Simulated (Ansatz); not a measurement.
**GeHO (doublet): one geometry, many settings at distance Ge1–O2 = 1.499 Å**

What do other methods and options give for GeHO (doublet) at this geometry, and how long do they take?

Computed with Ansatz 0.2.0, Gaussian basis. Level: the settings change from run to run.

36 further runs of the same task are left out: 13 for a known fault of the program, 19 that didn't finish, 4 set aside as unsound or not needed.

### Step 1. The geometry

The geometry derives from a PBE0/def2-TZVP stationary point (not a proven minimum). One bond is set to the value named and the two fragments are kept rigid. No spin-orbit coupling is included. The filled d shell of Ge may be among the frozen orbitals whatever the setting's name suggests; the logs give the count.

3 atoms, charge 0, spin multiplicity 2.

Atoms are counted from 1 here; the program's logs count them from 0.

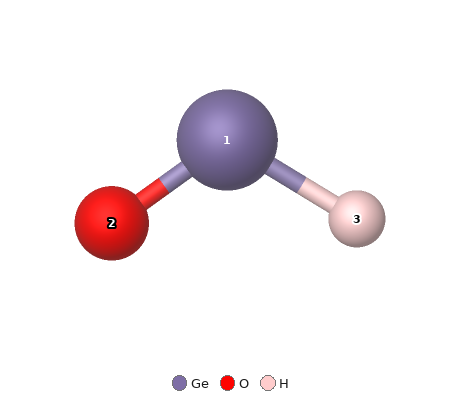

The structure; germanium purple, oxygen red, hydrogen pink; atoms are numbered from 1 in the order of the file.

Coordinates:

```csv
atom,x (Å),y (Å),z (Å)
Ge1,0.00000,-0.03825,0.25825
O2,0.00000,0.08683,-1.23552
H3,0.00000,1.37798,1.00034
```

### Step 2. BCCD on ROHF/cc-pVDZ

in.yaml

```yaml
crystal:
  periodic: [false, false, false]
  atoms:
    - {symbol: Ge, position_ang: [0.000000, -0.038246, 0.258251]}
    - {symbol: O, position_ang: [0.000000, 0.086832, -1.235522]}
    - {symbol: H, position_ang: [0.000000, 1.377984, 1.000336]}
basis:
  gaussian: {orbitals: cc-pVDZ}
magnetization: {spin_polarized: false, initial_magnetization: 1}
correlation: {method: bccd, electrons: outside_noble_gas}
accuracy: high
```

Run with:

```console
> ansatz run in.yaml --threads 1 --pin off --events-out ev --progress --plain --max-ram 2393MiB
```

What it wrote (excerpt; [...] marks lines left out):

```text
Functional definition: HF
  name "HF"
  cite "Fock, Z. Phys. 61, 126 (1930) doi:10.1007/BF01340294"
  parent pbe
[...]
919 factors; integrals over basis functions are off by at most 4.4e-9 eV
[...]
mean field -58522.81168058 eV, -2150.6736610748 hartree, gradient 5.1e-8 eV, S^2 0.750000; 7 other end points of the search recorded, 0 dependent functions left out
[...]
determinant -58522.81168058 eV, -2150.6736610748 hartree, with singles and doubles -58530.55293090 eV, -2150.9581467767 hartree
determinant -58520.63423332 eV, -2150.5936413641 hartree, with singles and doubles -58527.20459144 eV, -2150.8350975714 hartree
determinant -58519.47706119 eV, -2150.5511160726 hartree, with singles and doubles -58527.58394078 eV, -2150.8490384023 hartree
15 core orbitals not correlated: weight in the atoms' cores, before any rotation towards them, 0.971 or more for the frozen orbitals, at most 0.027 for the correlated occupied ones
reference -58522.81168058 eV, -2150.6736610748 hartree; 6, 5 occupied and 25, 26 virtual orbitals, 919 factors
second order -7.45558642 eV of doubles, -0.08093670 eV of singles
cycle   1  -7.67831773 eV  change    6.3e-2 eV  update   3.6e-2
[...]
cycle  27  -7.70375786 eV  change   2.5e-10 eV  update  8.5e-10
Total energy: -58530.51543844 eV, -2150.9567689546 hartree
```

Wall time 6 s (1 thread of Arm Neoverse V2, shared host).

From the report: correlation -7.7038 eV; largest double amplitude 0.07.

### Step 3. BCCD/cc-pVDZ

Edit in.yaml of step 2 so:

```diff
@@ -8,3 +8,4 @@
   gaussian: {orbitals: cc-pVDZ}
-magnetization: {spin_polarized: false, initial_magnetization: 1}
+magnetization: {spin_polarized: true, initial_magnetization: 1}
+hamiltonian: {xc: {name: B3LYP}}
 correlation: {method: bccd, electrons: outside_noble_gas}
```

The command is unchanged.

What it wrote (excerpt; [...] marks lines left out):

```text
Functional definition: B3LYP
  name "B3LYP"
  cite "Stephens, Devlin, Chabalowski & Frisch, J. Phys. Chem. 98, 11623 (1994) doi:10.1021/j100096a001"
  cite "Becke, Phys. Rev. A 38, 3098 (1988) doi:10.1103/PhysRevA.38.3098"
  cite "Lee, Yang & Parr, Phys. Rev. B 37, 785 (1988) doi:10.1103/PhysRevB.37.785"
  cite "Vosko, Wilk & Nusair, Can. J. Phys. 58, 1200 (1980) doi:10.1139/p80-159"
[...]
919 factors; integrals over basis functions are off by at most 4.4e-9 eV
[...]
mean field -58579.28776994 eV, -2152.7491190779 hartree, gradient 1.1e-8 eV, S^2 0.756991; 0 other end points of the search recorded, 0 dependent functions left out
15 core orbitals not correlated: weight in the atoms' cores, before any rotation towards them, 0.964 or more for the frozen orbitals, at most 0.033 for the correlated occupied ones
reference -58522.38257669 eV, -2150.6578917978 hartree; 6, 5 occupied and 25, 26 virtual orbitals, 919 factors
second order -7.96034164 eV of doubles, -0.33580851 eV of singles
cycle   1  -7.38998722 eV  change    8.9e-1 eV  update   1.5e-1
[...]
cycle  29  -7.95573766 eV  change   2.1e-10 eV  update  6.8e-10
Total energy: -58530.33831435 eV, -2150.9502597642 hartree
```

Wall time 6 s (1 thread of Arm Neoverse V2, shared host).

From the report: ⟨S²⟩ of the determinant 0.757 (pure doublet: 0.75); correlation -7.9557 eV; largest double amplitude 0.07.

### Step 4. CISD/STO-3G

in.yaml

```yaml
crystal:
  periodic: [false, false, false]
  atoms:
    - {symbol: Ge, position_ang: [0.000000, -0.038246, 0.258251]}
    - {symbol: O, position_ang: [0.000000, 0.086832, -1.235522]}
    - {symbol: H, position_ang: [0.000000, 1.377984, 1.000336]}
basis:
  gaussian: {orbitals: STO-3G}
magnetization: {spin_polarized: false, initial_magnetization: 1}
correlation: {active_space: {ras: {orbitals: [20, 1, 3], electrons: 41, max_holes: 2, max_particles: 2}, fixed_orbitals: true}}
accuracy: high
```

Launched as before.

What it wrote:

```text
Functional definition: HF
  name "HF"
  cite "Fock, Z. Phys. 61, 126 (1930) doi:10.1007/BF01340294"
  parent pbe
  exchange = exact_x
  correlation = 0
333 factors; integrals over basis functions are off by at most 2.1e-8 eV
mean field evaluation 1: about -57848.9455 eV, gradient 2.8e1 eV
mean field evaluation 2: about -57848.9932 eV, gradient 2.8e1 eV
mean field evaluation 4: about -57853.3422 eV, gradient 3.8e0 eV
mean field evaluation 8: about -57853.4283 eV, gradient 2.4e0 eV
mean field evaluation 16: about -57853.8195 eV, gradient 5.2e-4 eV
mean field evaluation 32: about -57852.8683 eV, gradient 7.7e0 eV
mean field -57853.81952742 eV, -2126.0886529052 hartree, gradient 6.5e-9 eV, S^2 0.750000; 4 other end points of the search recorded, 0 dependent functions left out
reference -57853.81952742 eV, -2126.0886529052 hartree; 21, 20 occupied and 3, 4 virtual orbitals, 333 factors
state -57856.79522160 eV, -2126.1980076494 hartree
Total energy: -57856.79522160 eV, -2126.1980076494 hartree
```

Run time: 0.57 s. Hardware: 1 thread of Arm Neoverse V2, shared host.

From the report: 5,003 determinants.

### Step 5. BCCD(T) on UHF/6-31G*

in.yaml

```yaml
crystal:
  periodic: [false, false, false]
  atoms:
    - {symbol: Ge, position_ang: [0.000000, -0.038246, 0.258251]}
    - {symbol: O, position_ang: [0.000000, 0.086832, -1.235522]}
    - {symbol: H, position_ang: [0.000000, 1.377984, 1.000336]}
basis:
  gaussian: {orbitals: "6-31G*"}
magnetization: {spin_polarized: true, initial_magnetization: 1}
correlation: {method: bccd_t, electrons: outside_noble_gas}
accuracy: high
output: {forces: true}
```

The command is unchanged.

What it wrote (excerpt; [...] marks lines left out):

```text
Functional definition: HF
  name "HF"
  cite "Fock, Z. Phys. 61, 126 (1930) doi:10.1007/BF01340294"
  parent pbe
[...]
900 factors; integrals over basis functions are off by at most 4.2e-9 eV
[...]
mean field -58516.00971414 eV, -2150.4236934186 hartree, gradient 2.3e-8 eV, S^2 0.784869; 11 other end points of the search recorded, 0 dependent functions left out
determinant -58516.00971414 eV, -2150.4236934186 hartree, with singles and doubles -58523.26303947 eV, -2150.6902482082 hartree
determinant -58513.73984539 eV, -2150.3402772806 hartree, with singles and doubles -58520.17169212 eV, -2150.5766432884 hartree
determinant -58513.73519291 eV, -2150.3401063053 hartree, with singles and doubles -58519.82713224 eV, -2150.5639809463 hartree
determinant -58513.38297803 eV, -2150.3271626472 hartree, with singles and doubles -58519.92704763 eV, -2150.5676527693 hartree
[...]
15 core orbitals not correlated: weight in the atoms' cores, before any rotation towards them, 0.963 or more for the frozen orbitals, at most 0.034 for the correlated occupied ones
reference -58516.00971414 eV, -2150.4236934186 hartree; 6, 5 occupied and 31, 32 virtual orbitals, 900 factors
second order -7.01572959 eV of doubles, -0.00000000 eV of singles
cycle   1  -7.18999241 eV  change    6.3e-2 eV  update   2.8e-2
[...]
cycle  26  -7.20545934 eV  change  -4.8e-10 eV  update  8.6e-10
perturbative correction -0.32149125 eV, -0.0118145855 hartree
[...]
Total energy: -58523.53666472 eV, -2150.7003037507 hartree
Atom 0 at     0.000000    -0.038246     0.258251 Å, force    -0.000000    -1.057411    10.965679 eV/Å
Atom 1 at     0.000000     0.086832    -1.235522 Å, force     0.000000     0.714439   -11.398525 eV/Å
Atom 2 at     0.000000     1.377984     1.000336 Å, force     0.000000     0.342973     0.432847 eV/Å
Dipole moment:     0.000000     0.007125     0.569362 e Å
```

Wall time 17 s (1 thread of Arm Neoverse V2, shared host); peak memory 0.28 GiB.

From the report: ⟨S²⟩ of the determinant 0.785 (pure doublet: 0.75); correlation -7.5270 eV; largest double amplitude 0.07.

### Step 6. CCSDT(Q)/B/6-31G

in.yaml

```yaml
crystal:
  periodic: [false, false, false]
  atoms:
    - {symbol: Ge, position_ang: [0.000000, -0.038246, 0.258251]}
    - {symbol: O, position_ang: [0.000000, 0.086832, -1.235522]}
    - {symbol: H, position_ang: [0.000000, 1.377984, 1.000336]}
basis:
  gaussian: {orbitals: 6-31G, point_charges: [{charge: 1.00, position_ang: [2.598, -0.259, -0.413]}]}
magnetization: {spin_polarized: true, initial_magnetization: 1}
hamiltonian: {xc: {name: B3LYP}}
correlation: {method: ccsdt_q_b, electrons: outside_noble_gas}
scf: {omitted_lower_state_checks: [cluster_reference]}
```

Launched as before.

What it wrote (excerpt; [...] marks lines left out):

```text
Functional definition: B3LYP
  name "B3LYP"
  cite "Stephens, Devlin, Chabalowski & Frisch, J. Phys. Chem. 98, 11623 (1994) doi:10.1021/j100096a001"
  cite "Becke, Phys. Rev. A 38, 3098 (1988) doi:10.1103/PhysRevA.38.3098"
  cite "Lee, Yang & Parr, Phys. Rev. B 37, 785 (1988) doi:10.1103/PhysRevB.37.785"
  cite "Vosko, Wilk & Nusair, Can. J. Phys. 58, 1200 (1980) doi:10.1139/p80-159"
[...]
659 factors; integrals over basis functions are off by at most 5.9e-8 eV
[...]
mean field -58569.85830052 eV, -2152.4025924682 hartree, gradient 7.2e-6 eV, S^2 0.757095; 0 other end points of the search recorded, 0 dependent functions left out
15 core orbitals not correlated: weight in the atoms' cores, before any rotation towards them, 0.934 or more for the frozen orbitals, at most 0.060 for the correlated occupied ones
reference -58512.88009032 eV, -2150.3086818645 hartree; 6, 5 occupied and 19, 20 virtual orbitals, 659 factors
second order -5.93351956 eV of doubles, -0.35518925 eV of singles
cycle   1  -5.09132182 eV  change     1.2e0 eV  update   1.8e-1
[...]
cycle  22  -5.95366845 eV  change    2.4e-7 eV  update   6.7e-7
perturbative correction -0.04714430 eV, -0.0017325210 hartree
Total energy: -58518.88090306 eV, -2150.5292076653 hartree
Checks for a lower state left out: cluster_reference
```

It took 9 s on 1 thread of Arm Neoverse V2, shared host.

From the report: ⟨S²⟩ of the determinant 0.757 (pure doublet: 0.75); correlation -6.0008 eV; T1 0.017; largest double amplitude 0.08. The orbitals are Kohn-Sham ones, so correlation energy and T1 don't compare with those on Hartree-Fock orbitals.

### Step 7. CCSD on UHF/cc-pVDZ

in.yaml

```yaml
crystal:
  periodic: [false, false, false]
  atoms:
    - {symbol: Ge, position_ang: [0.000000, -0.038246, 0.258251]}
    - {symbol: O, position_ang: [0.000000, 0.086832, -1.235522]}
    - {symbol: H, position_ang: [0.000000, 1.377984, 1.000336]}
basis:
  gaussian: {orbitals: cc-pVDZ}
magnetization: {spin_polarized: true, initial_magnetization: 1}
correlation: {method: ccsd, electrons: all}
accuracy: high
output: {forces: true}
```

Launched as before.

What it wrote (excerpt; [...] marks lines left out):

```text
Functional definition: HF
  name "HF"
  cite "Fock, Z. Phys. 61, 126 (1930) doi:10.1007/BF01340294"
  parent pbe
[...]
919 factors; integrals over basis functions are off by at most 4.4e-9 eV
[...]
mean field -58523.01010864 eV, -2150.6809531717 hartree, gradient 2.0e-8 eV, S^2 0.787440; 11 other end points of the search recorded, 0 dependent functions left out
determinant -58523.01010864 eV, -2150.6809531717 hartree, with singles and doubles -58531.34507209 eV, -2150.9872574288 hartree
determinant -58520.74528695 eV, -2150.5977225095 hartree, with singles and doubles -58528.26504672 eV, -2150.8740685841 hartree
determinant -58520.72089636 eV, -2150.5968261719 hartree, with singles and doubles -58527.97409625 eV, -2150.8633763514 hartree
determinant -58520.42519321 eV, -2150.5859592818 hartree, with singles and doubles -58528.10736904 eV, -2150.8682740361 hartree
determinant -58520.09654440 eV, -2150.5738816606 hartree, with singles and doubles -58528.13217732 eV, -2150.8691857235 hartree
determinant -58519.68889387 eV, -2150.5589007799 hartree, with singles and doubles -58528.34025688 eV, -2150.8768325066 hartree
reference -58523.01010864 eV, -2150.6809531717 hartree; 21, 20 occupied and 25, 26 virtual orbitals, 919 factors
second order -8.08659616 eV of doubles, -0.00000000 eV of singles
cycle   1  -8.33472508 eV  change    2.4e-4 eV  update   1.6e-3
[...]
cycle  20  -8.33561071 eV  change   -1.5e-9 eV  update   4.5e-9
[...]
Total energy: -58531.34571935 eV, -2150.9872812152 hartree
Atom 0 at     0.000000    -0.038246     0.258251 Å, force    -0.000000    -0.646515    10.873771 eV/Å
Atom 1 at     0.000000     0.086832    -1.235522 Å, force    -0.000000     0.659930   -11.155945 eV/Å
Atom 2 at     0.000000     1.377984     1.000336 Å, force     0.000000    -0.013414     0.282174 eV/Å
Dipole moment:     0.000000    -0.037745     0.562258 e Å
```

It took 57 s on 1 thread of Arm Neoverse V2, shared host; peak memory 0.39 GiB.

From the report: ⟨S²⟩ of the determinant 0.787 (pure doublet: 0.75); correlation -8.3356 eV; T1 0.016; largest double amplitude 0.07.

### Step 8. All runs side by side

Where basis and cores are those of an earlier UCCSDT(Q)/cc-pVDZ run (-58530.9175 eV), and the state is the same kind, the miss against it is given.

| level | correlated | functions | energy (eV) | from UCCSDT(Q) (meV) | time |
| --- | --- | --- | --- | --- | --- |
| BCCD on ROHF/cc-pVDZ | outside noble gas | 46 | -58530.5154 | 402.1 | 6 s |
| BCCD/cc-pVDZ (on B3LYP orbitals) | outside noble gas | 46 | -58530.3383 | 579.2 | 6 s |
| CISD/STO-3G | all | 24 | -57856.7952 |  | 0.57 s |
| BCCD(T) on UHF/6-31G* | outside noble gas | 52 | -58523.5367 |  | 17 s |
| CCSDT(Q)/B/6-31G (beside a point charge, on B3LYP orbitals) | outside noble gas | 40 | -58518.8809 |  | 9 s |
| CCSD on UHF/cc-pVDZ | all | 46 | -58531.3457 |  | 57 s |

### Step 9. Outcome

```
quantity                      value
    runs                          6
quickest        CISD/STO-3G, 0.57 s
 slowest  CCSD on UHF/cc-pVDZ, 57 s
```

What this shows: Total energies in different bases, with other cores or another treatment of relativity can't be set against each other. CCSD on UHF/cc-pVDZ took 99 times as long as CISD/STO-3G; the jobs differ in more than the method. Among the correlated runs with a miss given, it spans +402 to +579 meV. Cores frozen from Kohn-Sham orbitals shift the total energy.
